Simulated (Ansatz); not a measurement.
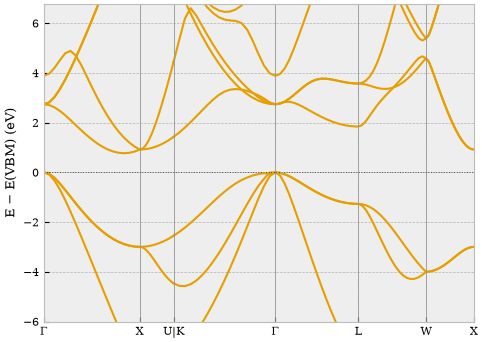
Figure. Band structure from the program Ansatz at the r²SCAN level (PAW)

Q: Read off the gap and where the band edges lie.

A: About 0.8 eV (0.77 eV by a search for the band edges); maximum at Γ, minimum on the Γ–X line, 84 % of the way from Γ.

The material is Si (diamond, space group No. 227).

Space group Fd-3m (diamond). The cell was relaxed with r²SCAN under the symmetry of its start; phonons on a q-mesh show no instability.

Potentials: the later of the program's two PAW sets.
